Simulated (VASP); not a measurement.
Band structure of AlN (zinc blende). Computed with optB86b-vdW, VASP's PBE PAW potentials (set 64) (plane waves; VASP).

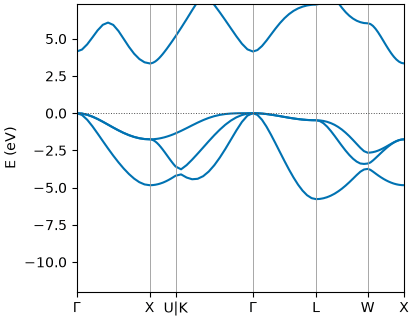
Fig. 1. Bands along high-symmetry lines, zero at the valence-band maximum or, without a gap, the Fermi level

### Question
Read the plot: is there a gap, and where are the band edges?

### Answer
The gap is indirect, 3.34 eV, from the valence maximum at Γ to the conduction minimum at X. (Edges off the drawn lines would not show.)

Measured: gap 5.34 eV (computed value off by -2.00 eV), as given by Daiki Deguchi et al., Japanese Journal of Applied Physics (2016), arXiv:1512.06930.

The compound is AlN in the zinc blende structure, a metastable form; wurtzite is the usual one. It was relaxed first.
